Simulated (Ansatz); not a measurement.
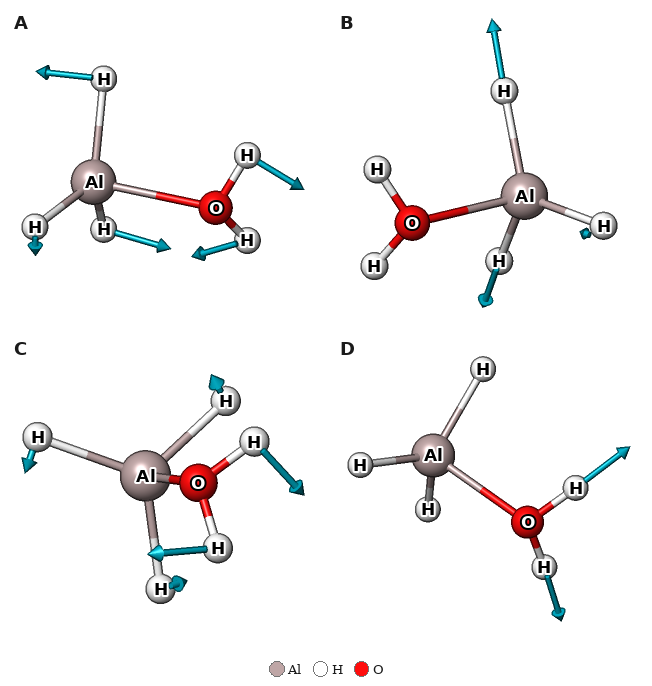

4 normal modes of one molecule or complex, as arrows. Harmonic vibrations computed with RKS PBE0-D4/def2-TZVP (Ansatz 0.2.0) at a stationary point of the same level.

Match the panels to the wavenumbers 88 cm⁻¹, 358 cm⁻¹, 1859 cm⁻¹, 3812 cm⁻¹.

Answer. A: 358 cm⁻¹, angle bending
B: 1859 cm⁻¹, in-phase stretching of 2 Al–H bonds
C: 88 cm⁻¹, a torsion or out-of-plane motion in which bond lengths and bond angles hardly change
D: 3812 cm⁻¹, in-phase stretching of 2 O–H bonds
